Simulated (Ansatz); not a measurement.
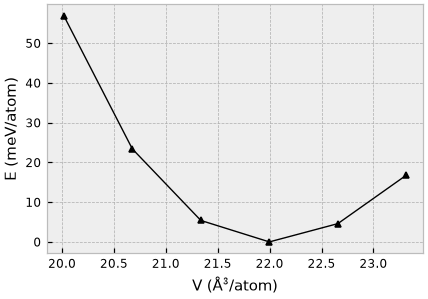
RbAu₅ in space group P6/mmm (No. 191; Rb on 1a, Au on 2c, Au on 3g) under volume change, plane-wave PAW r²SCAN (Ansatz code), shape and atoms relaxed at each volume.

Problem. What does a third-order Birch–Murnaghan fit give for V₀, B₀ and B′?

Solution. V₀ = 22.00 Å³/atom, B₀ = 79.2 GPa, B′ = 6.9.

The workflow started from an entry of the Crystallography Open Database (COD). Its standing as an ambient phase is unchecked. The r²SCAN relaxation kept the symmetry of its start; its stability against distortions is not shown here. Spin–orbit coupling is left out wherever it is not named.

Potentials: the later of the program's two PAW sets.
